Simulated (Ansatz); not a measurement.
**Run report: BSiH₄Cl₃O, geometry relaxation (part 2 of 2)**

BSiH₄Cl₃O; RKS PBE0-D4/def2-TZVP (Ansatz 0.2.0). The geometry is a transition state displaced along its imaginary mode. The reaction was set up to form B1–O6 and Cl2–H5 and to break B1–Cl2 and H5–O6 (atoms counted from 1 in the order of the input); sticks are drawn by distance alone.

Geometry of the input (Å):
```
B  -1.4266  0.0004  0.1270
Cl -1.7790  -1.8048  0.8446
Cl -1.5462  0.0856  -1.6685
Cl -2.2556  1.2943  1.0219
H  -0.1227  -0.9615  0.8724
O  0.0594  -0.1663  0.5780
Si 1.4923  0.3058  -0.3007
H  2.5581  0.1962  0.7137
H  1.6898  -0.6446  -1.4079
H  1.3306  1.6947  -0.7805
```

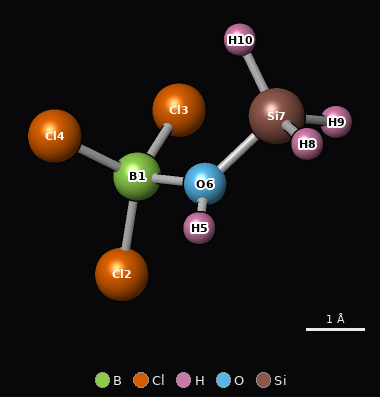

**Figure 1.** The geometry at step 14 of the log (ball-and-stick view, seen at a tilt; atoms are numbered from 1 in the order of the input).

## Trajectory as extended XYZ, continued
```
10
Properties=species:S:1:pos:R:3:forces:R:3 step=6 energy=-48222.48580
B    -1.4375   -0.1301    0.1381    0.0199  -0.0380  -0.0257
Cl   -2.1588   -1.7025    0.7080    0.0186   0.0145   0.0219
Cl   -1.3627    0.0307   -1.6816    0.0128   0.0209   0.0260
Cl   -2.1007    1.3334    0.9572   -0.0071   0.0129   0.0072
H     0.2042   -0.9793    1.2022    0.0081   0.0612  -0.0350
O     0.0958   -0.2450    0.5822   -0.0676  -0.0478  -0.0183
Si    1.4351    0.3260   -0.3483   -0.0216  -0.0574   0.0303
H     2.5345    0.2116    0.6375    0.0171   0.0063  -0.0181
H     1.6619   -0.5653   -1.5001    0.0194   0.0208   0.0111
H     1.1282    1.7204   -0.6951    0.0003   0.0067   0.0006
10
Properties=species:S:1:pos:R:3:forces:R:3 step=7 energy=-48222.48654
B    -1.4406   -0.1394    0.1376   -0.0198  -0.0426  -0.0552
Cl   -2.1769   -1.7069    0.6979    0.0376   0.0248   0.0226
Cl   -1.3673    0.0381   -1.6798   -0.0031   0.0247  -0.0162
Cl   -2.0908    1.3236    0.9714   -0.0109   0.0195   0.0180
H     0.2154   -0.9367    1.2303    0.0103  -0.1749   0.2024
O     0.0907   -0.2627    0.5579   -0.0170   0.1426  -0.1468
Si    1.4355    0.3217   -0.3528   -0.0339  -0.0119  -0.0293
H     2.5267    0.2081    0.6410    0.0160  -0.0017   0.0080
H     1.6783   -0.5625   -1.5055    0.0148   0.0085  -0.0037
H     1.1291    1.7165   -0.6981    0.0060   0.0110   0.0002
10
Properties=species:S:1:pos:R:3:forces:R:3 step=8 energy=-48222.48795
B    -1.4454   -0.1479    0.1311   -0.0219   0.0056  -0.0269
Cl   -2.1817   -1.7089    0.7023   -0.0037   0.0001  -0.0124
Cl   -1.3761    0.0462   -1.6844   -0.0185  -0.0060  -0.0078
Cl   -2.0817    1.3172    0.9787   -0.0104   0.0073   0.0070
H     0.2138   -0.9035    1.2621   -0.0448   0.0354  -0.0140
O     0.0841   -0.2812    0.5348    0.1098  -0.0812   0.1007
Si    1.4337    0.3154   -0.3562    0.0191   0.0554  -0.0580
H     2.5227    0.2012    0.6407   -0.0141  -0.0127   0.0258
H     1.7002   -0.5517   -1.5157   -0.0171  -0.0150  -0.0114
H     1.1304    1.7131   -0.6935    0.0015   0.0110  -0.0029
10
Properties=species:S:1:pos:R:3:forces:R:3 step=9 energy=-48222.48866
B    -1.4444   -0.1495    0.1302   -0.0144   0.0195  -0.0153
Cl   -2.1809   -1.7106    0.6982   -0.0009  -0.0078  -0.0023
Cl   -1.3776    0.0460   -1.6849   -0.0035  -0.0011  -0.0062
Cl   -2.0829    1.3150    0.9795    0.0008  -0.0059   0.0015
H     0.2163   -0.8954    1.2693   -0.0383   0.0543  -0.0383
O     0.0870   -0.2811    0.5346    0.0501  -0.0857   0.0953
Si    1.4350    0.3164   -0.3585    0.0061   0.0266  -0.0234
H     2.5191    0.1961    0.6436   -0.0002  -0.0032   0.0022
H     1.6948   -0.5522   -1.5185   -0.0044  -0.0059  -0.0099
H     1.1337    1.7152   -0.6937    0.0047   0.0091  -0.0038
10
Properties=species:S:1:pos:R:3:forces:R:3 step=10 energy=-48222.49049
B    -1.4452   -0.1629    0.1300    0.0074  -0.0031  -0.0250
Cl   -2.1982   -1.7262    0.6594    0.0123   0.0030   0.0022
Cl   -1.3577    0.0674   -1.6816   -0.0073  -0.0004  -0.0023
Cl   -2.0829    1.2900    1.0007    0.0029   0.0010   0.0155
H     0.2255   -0.8125    1.3304    0.0034  -0.1168   0.2280
O     0.0876   -0.3022    0.5296   -0.0163   0.1081  -0.2014
Si    1.4281    0.3080   -0.3689    0.0080   0.0221  -0.0353
H     2.5146    0.1863    0.6300    0.0041  -0.0134   0.0225
H     1.6859   -0.5594   -1.5298   -0.0064  -0.0023  -0.0038
H     1.1424    1.7115   -0.7000   -0.0081   0.0019  -0.0004
10
Properties=species:S:1:pos:R:3:forces:R:3 step=11 energy=-48222.48894 accepted=F
B    -1.4458   -0.1743    0.1215    0.0504   0.0295  -0.0077
Cl   -2.1980   -1.7367    0.6437   -0.0364  -0.0184  -0.0021
Cl   -1.3625    0.0756   -1.6874   -0.0092  -0.0053   0.0111
Cl   -2.0676    1.2750    1.0159   -0.0026  -0.0160  -0.0018
H     0.2212   -0.7421    1.3826   -0.1012   0.3193  -0.6126
O     0.0882   -0.3224    0.5083    0.0501  -0.3522   0.6460
Si    1.4275    0.3024   -0.3768    0.0434   0.0301  -0.0002
H     2.5050    0.1660    0.6328   -0.0026   0.0065  -0.0176
H     1.6880   -0.5529   -1.5453   -0.0022  -0.0065  -0.0087
H     1.1439    1.7093   -0.6955    0.0102   0.0130  -0.0065
10
Properties=species:S:1:pos:R:3:forces:R:3 step=12 energy=-48222.49282
B    -1.4449   -0.1691    0.1263    0.0091  -0.0016  -0.0141
Cl   -2.2029   -1.7312    0.6494    0.0048   0.0019  -0.0003
Cl   -1.3610    0.0722   -1.6836   -0.0018   0.0006   0.0012
Cl   -2.0736    1.2811    1.0108    0.0023  -0.0004   0.0093
H     0.2248   -0.7755    1.3540   -0.0202   0.0008   0.0499
O     0.0881   -0.3149    0.5187    0.0031  -0.0149  -0.0258
Si    1.4286    0.3055   -0.3725    0.0022   0.0179  -0.0258
H     2.5100    0.1801    0.6322    0.0042  -0.0077   0.0099
H     1.6879   -0.5584   -1.5355   -0.0020   0.0008  -0.0035
H     1.1431    1.7101   -0.6999   -0.0016   0.0025  -0.0009
10
Properties=species:S:1:pos:R:3:forces:R:3 step=13 energy=-48222.49060 accepted=F
B    -1.4434   -0.1828    0.1185    0.0110  -0.0109  -0.0002
Cl   -2.2135   -1.7417    0.6281   -0.0146   0.0059  -0.0085
Cl   -1.3659    0.0818   -1.6877    0.0080  -0.0022   0.0081
Cl   -2.0529    1.2625    1.0302    0.0110  -0.0065   0.0005
H     0.2207   -0.6922    1.4052   -0.1108   0.2854  -0.6868
O     0.0896   -0.3458    0.4976    0.0898  -0.2983   0.7092
Si    1.4285    0.2994   -0.3796   -0.0048   0.0127  -0.0120
H     2.5024    0.1656    0.6335    0.0014   0.0051  -0.0110
H     1.6921   -0.5540   -1.5493   -0.0006   0.0051   0.0011
H     1.1425    1.7070   -0.6966    0.0095   0.0036  -0.0003
10
Properties=species:S:1:pos:R:3:forces:R:3 step=14 energy=-48222.49498
B    -1.4433   -0.1777    0.1217    0.0145  -0.0053   0.0021
Cl   -2.2131   -1.7342    0.6405   -0.0049   0.0029  -0.0048
Cl   -1.3617    0.0727   -1.6864    0.0016   0.0013   0.0023
Cl   -2.0552    1.2737    1.0191    0.0001   0.0002   0.0036
H     0.2215   -0.7335    1.3788   -0.0242   0.0646  -0.0790
O     0.0896   -0.3364    0.5076    0.0113  -0.0742   0.0869
Si    1.4272    0.3035   -0.3756    0.0011   0.0054  -0.0095
H     2.5056    0.1744    0.6328    0.0011  -0.0009  -0.0012
H     1.6904   -0.5524   -1.5435   -0.0008   0.0038  -0.0012
H     1.1391    1.7098   -0.6951    0.0002   0.0023   0.0010
10
Properties=species:S:1:pos:R:3:forces:R:3 step=15 energy=-48222.49676
B    -1.4409   -0.1857    0.1200    0.0064  -0.0207  -0.0049
Cl   -2.2253   -1.7377    0.6276   -0.0007   0.0101  -0.0062
Cl   -1.3563    0.0763   -1.6864    0.0034  -0.0008  -0.0015
Cl   -2.0429    1.2651    1.0268    0.0122   0.0006   0.0093
H     0.2205   -0.6907    1.4023   -0.0322   0.1008  -0.2006
O     0.0918   -0.3574    0.5014    0.0114  -0.0986   0.2102
Si    1.4244    0.3003   -0.3788    0.0040   0.0054  -0.0140
H     2.5034    0.1709    0.6290    0.0002  -0.0012   0.0021
H     1.6902   -0.5495   -1.5504   -0.0023   0.0043   0.0018
H     1.1353    1.7081   -0.6915   -0.0025   0.0000   0.0038
10
Properties=species:S:1:pos:R:3:forces:R:3 step=16 energy=-48222.50056
B    -1.4312   -0.2040    0.1149   -0.0003   0.0025   0.0015
Cl   -2.2584   -1.7341    0.6082    0.0031   0.0003  -0.0046
Cl   -1.3400    0.0715   -1.6895   -0.0029  -0.0044   0.0009
Cl   -1.9934    1.2570    1.0376    0.0040   0.0023   0.0021
H     0.2166   -0.6204    1.4283    0.0042   0.0217  -0.0275
O     0.0980   -0.4054    0.4943   -0.0050  -0.0219   0.0166
Si    1.4156    0.2965   -0.3828   -0.0091  -0.0006   0.0251
H     2.4970    0.1740    0.6245   -0.0031  -0.0002  -0.0067
H     1.6894   -0.5401   -1.5607    0.0043   0.0051  -0.0052
H     1.1064    1.7050   -0.6749    0.0049  -0.0048  -0.0023
10
Properties=species:S:1:pos:R:3:forces:R:3 step=17 energy=-48222.49938 accepted=F
B    -1.4327   -0.2074    0.1146   -0.0431  -0.0303  -0.0193
Cl   -2.2696   -1.7322    0.6072   -0.0102   0.0095   0.0078
Cl   -1.3444    0.0633   -1.6911   -0.0016   0.0108   0.0063
Cl   -1.9798    1.2591    1.0382    0.0114  -0.0060   0.0012
H     0.2300   -0.5996    1.4245   -0.0825  -0.0282   0.0725
O     0.0942   -0.4232    0.4861    0.1139   0.0235   0.0117
Si    1.4105    0.2947   -0.3765    0.0236   0.0100  -0.1632
H     2.4922    0.1723    0.6262    0.0117  -0.0103   0.0543
H     1.6964   -0.5298   -1.5614   -0.0080   0.0049   0.0150
H     1.1032    1.7027   -0.6681   -0.0153   0.0160   0.0137
10
Properties=species:S:1:pos:R:3:forces:R:3 step=18 energy=-48222.50088
B    -1.4307   -0.2063    0.1144   -0.0057  -0.0032  -0.0026
Cl   -2.2616   -1.7343    0.6064   -0.0049  -0.0009  -0.0004
Cl   -1.3410    0.0699   -1.6899    0.0011  -0.0018   0.0012
Cl   -1.9868    1.2562    1.0392    0.0060  -0.0013   0.0019
H     0.2168   -0.6083    1.4305   -0.0020   0.0109  -0.0113
O     0.0981   -0.4131    0.4923    0.0074  -0.0030   0.0057
Si    1.4141    0.2955   -0.3824    0.0010  -0.0007   0.0073
H     2.4947    0.1727    0.6252   -0.0008  -0.0007  -0.0022
H     1.6914   -0.5366   -1.5628   -0.0001   0.0014  -0.0009
H     1.1052    1.7042   -0.6729   -0.0019  -0.0007   0.0015
10
Properties=species:S:1:pos:R:3:forces:R:3 step=19 energy=-48222.50108
B    -1.4287   -0.2107    0.1126   -0.0076   0.0021  -0.0045
Cl   -2.2695   -1.7324    0.6051   -0.0010  -0.0001   0.0000
Cl   -1.3396    0.0653   -1.6916    0.0002  -0.0018   0.0020
Cl   -1.9731    1.2559    1.0395    0.0011  -0.0004   0.0006
H     0.2150   -0.5939    1.4335    0.0010   0.0015  -0.0006
O     0.0997   -0.4242    0.4899    0.0043  -0.0028   0.0025
Si    1.4125    0.2950   -0.3820    0.0021   0.0006   0.0002
H     2.4939    0.1724    0.6249   -0.0004  -0.0002  -0.0011
H     1.6919   -0.5313   -1.5658    0.0005   0.0004   0.0002
H     1.0979    1.7037   -0.6662   -0.0001   0.0007   0.0007
10
Properties=species:S:1:pos:R:3:forces:R:3 step=20 energy=-48222.50109
B    -1.4289   -0.2113    0.1117    0.0012  -0.0020   0.0066
Cl   -2.2719   -1.7310    0.6062   -0.0010   0.0013  -0.0008
Cl   -1.3397    0.0627   -1.6923    0.0000  -0.0003  -0.0019
Cl   -1.9689    1.2571    1.0383   -0.0010   0.0000  -0.0007
H     0.2156   -0.5933    1.4334   -0.0023   0.0009  -0.0028
O     0.1003   -0.4274    0.4892    0.0021   0.0005  -0.0022
Si    1.4121    0.2953   -0.3817   -0.0001  -0.0018   0.0034
H     2.4934    0.1727    0.6251    0.0012   0.0003  -0.0008
H     1.6928   -0.5290   -1.5665    0.0003   0.0006  -0.0005
H     1.0955    1.7041   -0.6637   -0.0004   0.0005  -0.0003
10
Properties=species:S:1:pos:R:3:forces:R:3 step=21 energy=-48222.50109 accepted=F
B    -1.4288   -0.2121    0.1119   -0.0015   0.0008  -0.0026
Cl   -2.2750   -1.7295    0.6073    0.0044  -0.0008   0.0023
Cl   -1.3400    0.0600   -1.6924    0.0011   0.0012  -0.0041
Cl   -1.9672    1.2580    1.0368    0.0041  -0.0008   0.0009
H     0.2152   -0.5930    1.4333    0.0018  -0.0016   0.0046
O     0.1009   -0.4299    0.4886   -0.0051   0.0021  -0.0018
Si    1.4123    0.2954   -0.3810   -0.0001   0.0019  -0.0023
H     2.4950    0.1730    0.6244   -0.0031  -0.0007   0.0014
H     1.6938   -0.5262   -1.5675   -0.0010  -0.0018   0.0003
H     1.0940    1.7042   -0.6614   -0.0006  -0.0003   0.0013
10
Properties=species:S:1:pos:R:3:forces:R:3 step=22 energy=-48222.50110
B    -1.4288   -0.2117    0.1117    0.0014   0.0000  -0.0002
Cl   -2.2730   -1.7302    0.6073   -0.0005   0.0000   0.0000
Cl   -1.3399    0.0611   -1.6927   -0.0009   0.0002   0.0003
Cl   -1.9675    1.2577    1.0375   -0.0003   0.0002  -0.0006
H     0.2151   -0.5934    1.4330    0.0003  -0.0005   0.0012
O     0.1004   -0.4286    0.4886    0.0007   0.0001  -0.0008
Si    1.4122    0.2955   -0.3813   -0.0007   0.0000   0.0000
H     2.4939    0.1727    0.6250   -0.0004   0.0000   0.0000
H     1.6932   -0.5275   -1.5670    0.0002   0.0001   0.0000
H     1.0946    1.7042   -0.6622    0.0002  -0.0001   0.0001
```

## Results in brief

```csv
quantity,value
outcome,converged
total energy,−48222.5011 eV
mean-field energy,−48222.1903 eV
dispersion energy,−0.3108 eV
SCF solution under orbital rotations,stable
largest force (length of the vector) at the end,0.001 eV/Å
dipole moment,5.35 D
wall time,64 s (CPU time 7.6 min)
peak memory,0.81 GiB
```
